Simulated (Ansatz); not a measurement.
# CdS (Greenockite): a point defect seen from the nuclei (Mg on a Cd site)

How do the nuclei near a point defect see it? The defect is Mg on a Cd site in CdS (Greenockite) (cell charge 0), first unrelaxed. The cell is a supercell built from a structure deposited in the COD. Planned: a single point, then a relaxation, then a check of ecutwfc.

Program: Ansatz 0.2.0. Level of theory: DFT, PBE, plane-wave PAW, default files, scalar-relativistic, as far as a step names no other. These are calculated values, not measurements.

## 1. The structure to begin with

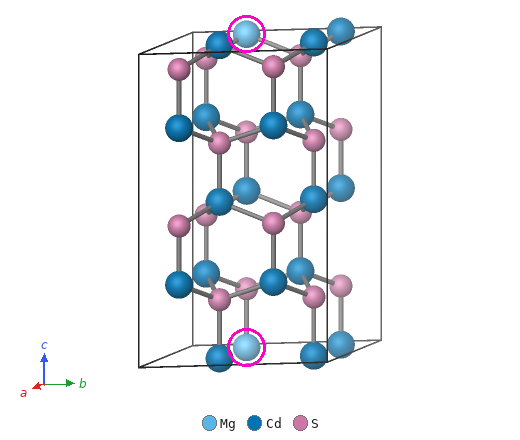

The starting structure, seen slightly off an axis (magnesium blue, cadmium blue, sulfur pink). Atoms on the faces are drawn again on the opposite ones. Atom 1 is ringed.

Coordinates:

```cif
data_structure
_symmetry_space_group_name_H-M 'P3m1'
_symmetry_Int_Tables_number 156
_cell_length_a 8.3000
_cell_length_b 8.3000
_cell_length_c 13.4740
_cell_angle_alpha 90.000
_cell_angle_beta 90.000
_cell_angle_gamma 120.000
_cell_volume 803.87
loop_
_atom_site_label
_atom_site_type_symbol
_atom_site_symmetry_multiplicity
_atom_site_Wyckoff_symbol
_atom_site_fract_x
_atom_site_fract_y
_atom_site_fract_z
_atom_site_occupancy
Mg1 Mg 1 a 0.00000 0.00000 0.00000 1
Cd1 Cd 1 a 0.00000 0.00000 0.50000 1
Cd2 Cd 3 d 0.00000 0.50000 0.00000 1
Cd3 Cd 3 d 0.00000 0.50000 0.50000 1
Cd4 Cd 3 d 0.16667 0.83333 0.25000 1
Cd5 Cd 3 d 0.16667 0.83333 0.75000 1
Cd6 Cd 1 c 0.66667 0.33333 0.25000 1
Cd7 Cd 1 c 0.66667 0.33333 0.75000 1
S1 S 1 a 0.00000 0.00000 0.18750 1
S2 S 1 a 0.00000 0.00000 0.68750 1
S3 S 3 d 0.00000 0.50000 0.18750 1
S4 S 3 d 0.00000 0.50000 0.68750 1
S5 S 3 d 0.16667 0.83333 0.43750 1
S6 S 3 d 0.16667 0.83333 0.93750 1
S7 S 1 c 0.66667 0.33333 0.43750 1
S8 S 1 c 0.66667 0.33333 0.93750 1
```

Atom 1 of the input is the impurity.

## 2. Gradients at the starting positions

Input file input.yaml:

```yaml
crystal:
  lattice:
    - [8.3, 0.0, 0.0]
    - [-4.15, 7.1880108514, 0.0]
    - [0.0, 0.0, 13.474]
  atoms:
    - { symbol: Mg, position: [0.1666666666, 0.3333333334, 0.0] }
    - { symbol: Cd, position: [0.1666666666, 0.3333333334, 0.5] }
    - { symbol: Cd, position: [0.1666666666, 0.8333333334, 0.0] }
    - { symbol: Cd, position: [0.1666666666, 0.8333333334, 0.5] }
    - { symbol: Cd, position: [0.6666666666, 0.3333333334, 0.0] }
    - { symbol: Cd, position: [0.6666666666, 0.3333333334, 0.5] }
    - { symbol: Cd, position: [0.6666666666, 0.8333333334, 0.0] }
    - { symbol: Cd, position: [0.6666666666, 0.8333333334, 0.5] }
    - { symbol: Cd, position: [0.3333333334, 0.1666666666, 0.25] }
    - { symbol: Cd, position: [0.3333333334, 0.1666666666, 0.75] }
    - { symbol: Cd, position: [0.3333333334, 0.6666666666, 0.25] }
    - { symbol: Cd, position: [0.3333333334, 0.6666666666, 0.75] }
    - { symbol: Cd, position: [0.8333333334, 0.1666666666, 0.25] }
    - { symbol: Cd, position: [0.8333333334, 0.1666666666, 0.75] }
    - { symbol: Cd, position: [0.8333333334, 0.6666666666, 0.25] }
    - { symbol: Cd, position: [0.8333333334, 0.6666666666, 0.75] }
    - { symbol: S, position: [0.1666666666, 0.3333333334, 0.1875] }
    - { symbol: S, position: [0.1666666666, 0.3333333334, 0.6875] }
    - { symbol: S, position: [0.1666666666, 0.8333333334, 0.1875] }
    - { symbol: S, position: [0.1666666666, 0.8333333334, 0.6875] }
    - { symbol: S, position: [0.6666666666, 0.3333333334, 0.1875] }
    - { symbol: S, position: [0.6666666666, 0.3333333334, 0.6875] }
    - { symbol: S, position: [0.6666666666, 0.8333333334, 0.1875] }
    - { symbol: S, position: [0.6666666666, 0.8333333334, 0.6875] }
    - { symbol: S, position: [0.3333333334, 0.1666666666, 0.4375] }
    - { symbol: S, position: [0.3333333334, 0.1666666666, 0.9375] }
    - { symbol: S, position: [0.3333333334, 0.6666666666, 0.4375] }
    - { symbol: S, position: [0.3333333334, 0.6666666666, 0.9375] }
    - { symbol: S, position: [0.8333333334, 0.1666666666, 0.4375] }
    - { symbol: S, position: [0.8333333334, 0.1666666666, 0.9375] }
    - { symbol: S, position: [0.8333333334, 0.6666666666, 0.4375] }
    - { symbol: S, position: [0.8333333334, 0.6666666666, 0.9375] }
kpoints:
  mp_grid: { grid: [3, 3, 2] }
scf:
  occupations: { method: fermi_dirac, width: 0.01 }
hamiltonian:
  xc: pbe
  pseudopotentials: { kind: paw }
output:
  forces: true
  stress: true
  populations: true
  efg:
    quadrupole_moments_barn: { Mg: 0.1994, S: -0.0694 }
    contact_densities: true
```

Launch:

```
$ ansatz run input.yaml --threads 4 --pin off --max-ram 8192MiB --backend cpu --events-out ev --progress --plain --runs-dir out
```

Standard output:

```text
Warning: RAYON_NUM_THREADS=4 ignored (pool sized by the plan → 4); use --threads N
Cd: output.efg is read without spin–orbit coupling, which moves field gradients at and beside such atoms by some per cent and up to a factor of two; PAW files take it under magnetization.noncollinear and magnetization.spin_orbit
Engine: ansatz 0.2.0, aarch64-unknown-linux-gnu
Pseudopotentials: kind: paw
Pseudopotential: Mg, paw, valence charge 10, recommended cutoff 420 eV (normal), Mg.paw.azcp
Pseudopotential: Cd, paw, valence charge 20, recommended cutoff 420 eV (normal), Cd.paw.azcp
Pseudopotential: S, paw, valence charge 6, recommended cutoff 420 eV (normal), S.paw.azcp
Functional definition: PBE
  parameter kappa = 0.804
  parameter beta = 0.06672455060314922
  exchange = pbe_x(kappa = kappa, mu = beta*pi^2/3)
  correlation = pbe_c(beta = beta)
Crystal: 32 atoms, lattice volume = 803.865 Å³
Basis set: ecut = 420 eV, 15669 PW (Γ), exchange–correlation on 120×120×192 points (8 copies of the dense FFT grid, shifted against one another)
Bands: 244, of which v1, the nominal top of the filled ones, is band 203 counted from 1 (202 counted from 0)
Symmetry: 6 space group operations
Space group: P3m1 (ITA 156), of the structure as read, at distance tolerance 9.3e-5 Å
k-points: 6 of 18 (time reversal used)
Non-local potential: Mg, projectors of the file, l = 0: 3, l = 1: 2, l = 2: 1
Non-local potential: Cd, projectors of the file, l = 0: 3, l = 1: 2, l = 2: 2, l = 3: 1
Non-local potential: S, projectors of the file, l = 0: 2, l = 1: 2, l = 2: 2
PAW form: soft (Blöchl's): semilocal exchange-correlation on the pseudo side does not see the compensation charge
PAW one-centre angular grid: Mg, 110 points (default); XC on 64 Gauss nodes
PAW one-centre angular grid: Cd, 590 points (default); XC on 64 Gauss nodes
PAW one-centre angular grid: S, 110 points (default); XC on 64 Gauss nodes
Initial density: superposition of atomic densities (neutral atoms: chi_scale 0, normalization atom), corrected by the library's trained network
Initial wavefunctions: pseudopotential atomic-orbital guess
Functional: x = pbe(κ = 0.804, μ = 0.2195149727645171), c = pbe(β = 0.06672455060314922)
SCF iter   1: F=—  HF=-140195.939432 eV  |F-HF|=—  |Δ(HF+E_count)|=         —  Δρ=6.13e-4  dr2=7.14e-3  ethr=1.77e-3  ⟨swp⟩=6.0  Hψ=5178  notcnv=0  defer=38
preconditioner: auto → Resta (q_TF=auto, 2.435 Å⁻¹)  ε∞=4.8  [insulator: Δε(μ)=1.277 eV  Ē_g=11.275 eV  σ=0.010 eV  W_gap=1.00  n_scr=196 (ndim 8)  ℏωp=21.8 eV  f_vac=0.127  D(μ)=0.00/eV (n_scr^D=0)  ε∞_Penn≈4.8]
SCF iter   2: F=—  HF=-140195.950390 eV  |F-HF|=—  |Δ(HF+E_count)|=   1.10e-2  Δρ=2.81e-4  dr2=1.25e-3  ethr=1.76e-6  ⟨swp⟩=3.5  Hψ=3576  notcnv=0  defer=212
SCF iter   3: F=—  HF=-140195.950862 eV  |F-HF|=—  |Δ(HF+E_count)|=   4.72e-4  Δρ=1.08e-4  dr2=1.46e-4  ethr=3.07e-7  ⟨swp⟩=2.0  Hψ=2006  notcnv=0  defer=212
SCF iter   4: F=—  HF=-140195.950936 eV  |F-HF|=—  |Δ(HF+E_count)|=   7.45e-5  Δρ=4.33e-5  dr2=2.60e-5  ethr=3.60e-8  ⟨swp⟩=2.0  Hψ=2061  notcnv=0  defer=212
SCF iter   5: F=—  HF=-140195.951126 eV  |F-HF|=—  |Δ(HF+E_count)|=   1.90e-4  Δρ=1.32e-5  dr2=1.93e-6  ethr=6.41e-9  ⟨swp⟩=2.0  Hψ=2104  notcnv=0  defer=212
SCF iter   6: F=—  HF=-140195.951128 eV  |F-HF|=—  |Δ(HF+E_count)|=   1.80e-6  Δρ=4.29e-6  dr2=2.18e-7  ethr=4.76e-10  ⟨swp⟩=2.0  Hψ=2380  notcnv=0  defer=212
SCF iter   7: F=-140195.951129 eV  HF=-140195.951129 eV  |F-HF|=2.65e-8  |Δ(HF+E_count)|=   3.11e-7  Δρ=1.33e-6  dr2=2.17e-8  ethr=2.46e-11  ⟨swp⟩=12.2  Hψ=6978  notcnv=0
SCF 1 converged in 7 iterations: F = -140195.951129 eV  dr2 = 2.17e-8
SCF converged after 7 iterations
Free energy (F): -140195.951129 eV
Harris-Foulkes:  -140195.951129 eV  (|F-HF|=2.65e-8)
Internal energy: -140195.951129 eV  (E = F + TS)
E sigma→0 (E₀):  -140195.951129 eV
Fermi energy:    7.118886 eV
--- Per-component energies (eV) ---
  E_band       = -8072.571852
  E_kinetic    = 9358.200763
  E_local      = -63173.520159  (includes V_loc(G=0)·N_el)
  E_nonlocal   = 1056.161082
  E_hartree    = 28830.515350
  E_xc         = -4233.755286
  E_vxc        = -4760.410188  (∫ρ·V_xc dr)
  E_paw        = -71150.438382  (= ΣΔE_a)
  E_vpaw       = -8214.037018  (= ΣTr[D̂ρ^β])
  E_aug_tail   = 0.000237  (compensation charges beyond the density's cutoff)
  E_ewald      = -40883.114734
  E_smearing   = -0.000000  (= −TS)
  E_closure    = 0.000000  (closes the sum)
  Σ components = -140195.951129   (vs F -140195.951129, Δ=0.00e0)
--- Forces (eV/Å), atoms counted from 1 ---
  atom   1  Mg     0.00000000     0.00000000    -0.06026458
  atom   2  Cd    -0.00000000     0.00000000    -0.07290121
  atom   3  Cd     0.01318650     0.00761323    -0.07646592
  atom   4  Cd     0.00055408     0.00031990    -0.06677305
  atom   5  Cd    -0.00000000    -0.01522646    -0.07646592
  atom   6  Cd    -0.00000000    -0.00063979    -0.06677305
  atom   7  Cd    -0.01318650     0.00761323    -0.07646592
  atom   8  Cd    -0.00055408     0.00031990    -0.06677305
  atom   9  Cd    -0.00759628     0.00438571    -0.06887501
  atom  10  Cd     0.00757866    -0.00437554    -0.05548579
  atom  11  Cd    -0.00000000    -0.00877143    -0.06887501
  atom  12  Cd     0.00000000     0.00875108    -0.05548579
  atom  13  Cd     0.00759628     0.00438571    -0.06887501
  atom  14  Cd    -0.00757866    -0.00437554    -0.05548579
  atom  15  Cd    -0.00000000    -0.00000000    -0.06545388
  atom  16  Cd    -0.00000000    -0.00000000    -0.06862322
  atom  17  S     -0.00000000     0.00000000    -0.49490624
  atom  18  S      0.00000000     0.00000000     0.06526686
  atom  19  S     -0.00099629    -0.00057521     0.06996788
  atom  20  S      0.00037290     0.00021529     0.06645655
  atom  21  S      0.00000000     0.00115041     0.06996788
  atom  22  S      0.00000000    -0.00043058     0.06645655
  atom  23  S      0.00099629    -0.00057521     0.06996788
  atom  24  S     -0.00037290     0.00021529     0.06645655
  atom  25  S      0.00038732    -0.00022362     0.06701364
  atom  26  S     -0.43626666     0.25187867     0.25217682
  atom  27  S      0.00000000     0.00044724     0.06701364
  atom  28  S      0.00000000    -0.50375735     0.25217682
  atom  29  S     -0.00038732    -0.00022362     0.06701364
  atom  30  S      0.43626666     0.25187867     0.25217682
  atom  31  S      0.00000000    -0.00000000     0.06599831
  atom  32  S      0.00000000    -0.00000000     0.06686730
  max |Σ_I F_I| component: 2.87e-5 eV/Å
--- Stress (GPa, compression-positive) ---
        1.500574       0.000000       0.000000
        0.000000       1.500574       0.000000
        0.000000       0.000000       2.091596
  P = ⅓ Tr σ = 1.6976 GPa (16.976 kbar)
--- PAW observables at the nuclei: V_zz in 10²¹ V/m², potentials from the cell's mean, atoms counted from 1 ---
  atom   1  Mg V_zz =    -0.052627   η = 0.0000   by run symmetry: allowed   C_q = -0.2537 MHz
            electrostatic potential = -1101.427200 V   contact ρ = 7797.782970 e/Å³
  atom   2  Cd V_zz =    -0.337049   η = 0.0000   by run symmetry: allowed
            electrostatic potential = -7703.734151 V   contact ρ = 1035901.183706 e/Å³
  atom   3  Cd V_zz =    -0.330787   η = 0.1392   by run symmetry: allowed
            electrostatic potential = -7703.730439 V   contact ρ = 1035900.852536 e/Å³
  atom   4  Cd V_zz =    -0.371446   η = 0.0059   by run symmetry: allowed
            electrostatic potential = -7703.735461 V   contact ρ = 1035901.158707 e/Å³
  atom   5  Cd V_zz =    -0.330787   η = 0.1392   by run symmetry: allowed
            electrostatic potential = -7703.730439 V   contact ρ = 1035900.852538 e/Å³
  atom   6  Cd V_zz =    -0.371446   η = 0.0059   by run symmetry: allowed
            electrostatic potential = -7703.735461 V   contact ρ = 1035901.158706 e/Å³
  atom   7  Cd V_zz =    -0.330787   η = 0.1392   by run symmetry: allowed
            electrostatic potential = -7703.730439 V   contact ρ = 1035900.852536 e/Å³
  atom   8  Cd V_zz =    -0.371446   η = 0.0059   by run symmetry: allowed
            electrostatic potential = -7703.735461 V   contact ρ = 1035901.158707 e/Å³
  atom   9  Cd V_zz =    -0.403926   η = 0.0424   by run symmetry: allowed
            electrostatic potential = -7703.733444 V   contact ρ = 1035901.010365 e/Å³
  atom  10  Cd V_zz =    -0.373272   η = 0.0669   by run symmetry: allowed
            electrostatic potential = -7703.733548 V   contact ρ = 1035900.984621 e/Å³
  atom  11  Cd V_zz =    -0.403926   η = 0.0424   by run symmetry: allowed
            electrostatic potential = -7703.733444 V   contact ρ = 1035901.010366 e/Å³
  atom  12  Cd V_zz =    -0.373272   η = 0.0669   by run symmetry: allowed
            electrostatic potential = -7703.733548 V   contact ρ = 1035900.984623 e/Å³
  atom  13  Cd V_zz =    -0.403926   η = 0.0424   by run symmetry: allowed
            electrostatic potential = -7703.733444 V   contact ρ = 1035901.010365 e/Å³
  atom  14  Cd V_zz =    -0.373272   η = 0.0669   by run symmetry: allowed
            electrostatic potential = -7703.733548 V   contact ρ = 1035900.984621 e/Å³
  atom  15  Cd V_zz =    -0.371549   η = 0.0000   by run symmetry: allowed
            electrostatic potential = -7703.733128 V   contact ρ = 1035901.185542 e/Å³
  atom  16  Cd V_zz =    -0.364592   η = 0.0000   by run symmetry: allowed
            electrostatic potential = -7703.734674 V   contact ρ = 1035901.174936 e/Å³
  atom  17  S  V_zz =    -2.797912   η = 0.0000   by run symmetry: allowed   C_q = +4.6951 MHz
            electrostatic potential = -1633.342731 V   contact ρ = 19765.823112 e/Å³
  atom  18  S  V_zz =    +0.159524   η = 0.0000   by run symmetry: allowed   C_q = -0.2677 MHz
            electrostatic potential = -1633.215169 V   contact ρ = 19766.494709 e/Å³
  atom  19  S  V_zz =    +0.139086   η = 0.2054   by run symmetry: allowed   C_q = -0.2334 MHz
            electrostatic potential = -1633.216330 V   contact ρ = 19766.473846 e/Å³
  atom  20  S  V_zz =    +0.131075   η = 0.1447   by run symmetry: allowed   C_q = -0.2200 MHz
            electrostatic potential = -1633.217656 V   contact ρ = 19766.463695 e/Å³
  atom  21  S  V_zz =    +0.139086   η = 0.2054   by run symmetry: allowed   C_q = -0.2334 MHz
            electrostatic potential = -1633.216330 V   contact ρ = 19766.473846 e/Å³
  atom  22  S  V_zz =    +0.131075   η = 0.1447   by run symmetry: allowed   C_q = -0.2200 MHz
            electrostatic potential = -1633.217656 V   contact ρ = 19766.463695 e/Å³
  atom  23  S  V_zz =    +0.139086   η = 0.2054   by run symmetry: allowed   C_q = -0.2334 MHz
            electrostatic potential = -1633.216330 V   contact ρ = 19766.473846 e/Å³
  atom  24  S  V_zz =    +0.131075   η = 0.1447   by run symmetry: allowed   C_q = -0.2200 MHz
            electrostatic potential = -1633.217656 V   contact ρ = 19766.463695 e/Å³
  atom  25  S  V_zz =    +0.141330   η = 0.1470   by run symmetry: allowed   C_q = -0.2372 MHz
            electrostatic potential = -1633.218025 V   contact ρ = 19766.466839 e/Å³
  atom  26  S  V_zz =    -2.949835   η = 0.0506   by run symmetry: allowed   C_q = +4.9501 MHz
            electrostatic potential = -1633.339361 V   contact ρ = 19765.823448 e/Å³
  atom  27  S  V_zz =    +0.141330   η = 0.1470   by run symmetry: allowed   C_q = -0.2372 MHz
            electrostatic potential = -1633.218025 V   contact ρ = 19766.466839 e/Å³
  atom  28  S  V_zz =    -2.949835   η = 0.0506   by run symmetry: allowed   C_q = +4.9501 MHz
            electrostatic potential = -1633.339361 V   contact ρ = 19765.823448 e/Å³
  atom  29  S  V_zz =    +0.141330   η = 0.1470   by run symmetry: allowed   C_q = -0.2372 MHz
            electrostatic potential = -1633.218025 V   contact ρ = 19766.466839 e/Å³
  atom  30  S  V_zz =    -2.949835   η = 0.0506   by run symmetry: allowed   C_q = +4.9501 MHz
            electrostatic potential = -1633.339361 V   contact ρ = 19765.823448 e/Å³
  atom  31  S  V_zz =    +0.146149   η = 0.0000   by run symmetry: allowed   C_q = -0.2453 MHz
            electrostatic potential = -1633.217302 V   contact ρ = 19766.475085 e/Å³
  atom  32  S  V_zz =    +0.161817   η = 0.0000   by run symmetry: allowed   C_q = -0.2715 MHz
            electrostatic potential = -1633.217487 V   contact ρ = 19766.476491 e/Å³
--- Band table (eV; the first three rows and the last of 6) ---
[... 4 lines left out ...]
--- Löwdin populations: 32 sites ---
  site symbol       q [e]
     0     Mg      8.5894
     1     Cd     18.7270
     2     Cd     18.7279
     3     Cd     18.7272
     4     Cd     18.7279
     5     Cd     18.7272
     6     Cd     18.7279
     7     Cd     18.7272
     8     Cd     18.7273
     9     Cd     18.7273
    10     Cd     18.7273
    11     Cd     18.7273
    12     Cd     18.7273
    13     Cd     18.7273
    14     Cd     18.7274
    15     Cd     18.7273
    16      S      7.1318
    17      S      7.0811
    18      S      7.0806
    19      S      7.0809
    20      S      7.0806
    21      S      7.0809
    22      S      7.0806
    23      S      7.0809
    24      S      7.0808
    25      S      7.1300
    26      S      7.0808
    27      S      7.1300
    28      S      7.0808
    29      S      7.1300
    30      S      7.0808
    31      S      7.0804
  spilling = 0.007411 (of n_electrons = 406.000000)
```

Wall time 46 s (4 threads of Arm Neoverse V2, shared host); peak memory 3.9 GiB.

The run ends with gap on the mesh 1.29 eV, largest force 0.563 eV/Å, pressure 1.7 GPa.

The printed gradients, by site: 11 of 16, those nearest the defect, the farthest of each element and the two largest gradients.

```
site       atoms  distance from the defect (Å)  V_zz (10²¹ V/m²)     η      C_Q (MHz)
  Mg           1                          0.00            -0.053  0.00  -0.254 (²⁵Mg)
 S17          17                          2.53             -2.80  0.00     4.70 (³³S)
 S26  26, 28, 30                          2.54             -2.95  0.05     4.95 (³³S)
 Cd9   9, 11, 13                          4.13             -0.40  0.04              –
Cd10  10, 12, 14                          4.13             -0.37  0.07              –
 Cd3     3, 5, 7                          4.15             -0.33  0.14              –
 S18          18                          4.21              0.16  0.00   -0.268 (³³S)
 S19  19, 21, 23                          4.86              0.14  0.21   -0.233 (³³S)
 S32          32                          4.87              0.16  0.00   -0.272 (³³S)
 S31          31                          7.60              0.15  0.00   -0.245 (³³S)
 Cd4     4, 6, 8                          7.91             -0.37  0.01              –
```

Conventions: |V_zz| ≥ |V_yy| ≥ |V_xx|, η = (V_xx − V_yy)/V_zz, C_Q = eQV_zz/h. Q values from Pyykkö, Mol. Phys. 116, 1328 (2018). A dash under C_Q marks elements without a common quadrupolar isotope.

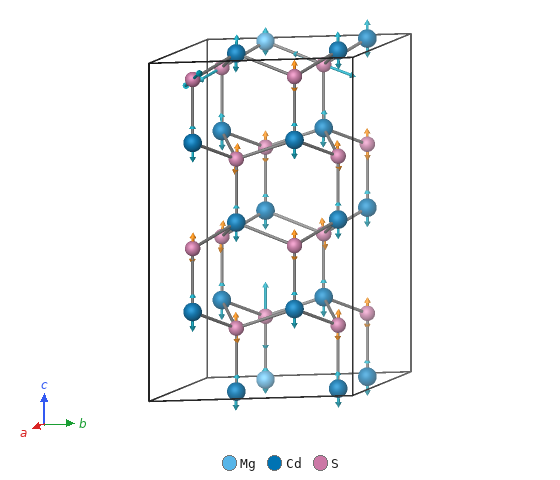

Double arrows mark the V_zz axes (orange positive, teal negative); their length grows with the root of |V_zz|.

(Part 1 of 3 ends here.)
